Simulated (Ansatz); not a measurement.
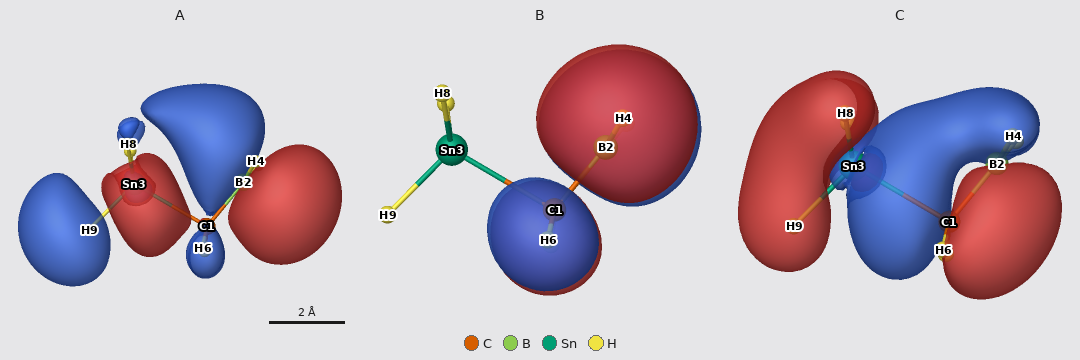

Figure 1: CH7BSn (SMILES B[CH2][SnH3]). Three frontier orbitals at ±0.05 Å⁻³ᐟ² (red and blue are the two phases), in no order.

Geometry: BLYP-D3(BJ)/def2-SVP; core potentials replace the inner electrons of Sn.

All numbers below come from Ansatz, isolated molecule in a Gaussian basis; Kohn-Sham density functional theory, functional PBE0.

```json
{"atom": "C", "x (Å)": "0.5018", "y (Å)": "-0.7566", "z (Å)": "-0.6144"}
{"atom": "B", "x (Å)": "0.9771", "y (Å)": "0.5729", "z (Å)": "-0.0285"}
{"atom": "Sn", "x (Å)": "-1.6745", "y (Å)": "-0.6419", "z (Å)": "-0.0156"}
{"atom": "H", "x (Å)": "1.3538", "y (Å)": "0.6409", "z (Å)": "1.1258"}
{"atom": "H", "x (Å)": "0.8997", "y (Å)": "1.5982", "z (Å)": "-0.6781"}
{"atom": "H", "x (Å)": "0.8190", "y (Å)": "-1.7002", "z (Å)": "-0.1309"}
{"atom": "H", "x (Å)": "0.4255", "y (Å)": "-0.8622", "z (Å)": "-1.7134"}
{"atom": "H", "x (Å)": "-1.8426", "y (Å)": "-0.5461", "z (Å)": "1.7037"}
{"atom": "H", "x (Å)": "-2.3535", "y (Å)": "-2.1284", "z (Å)": "-0.5927"}
{"atom": "H", "x (Å)": "-2.4544", "y (Å)": "0.6995", "z (Å)": "-0.7810"}
```

Order the three orbitals by energy and name them.

B is the HOMO−1 (−8.89 eV). Its weight (Hirshfeld) is mainly on B2 (about 35 %), H5 (about 25 %), H4 (about 25 %) and C1 (about 10 %). C is the HOMO (−8.34 eV). Its weight (Hirshfeld) is mainly on C1 (about 40 %), Sn3 (about 25 %) and B2 (about 15 %). A is the LUMO (−1.28 eV). Its weight (Hirshfeld) is mainly on B2 (about 45 %), Sn3 (about 25 %), H9 (about 10 %) and C1 (about 5 %).

What is the HOMO–LUMO gap?

7.06 eV between the orbital energies.
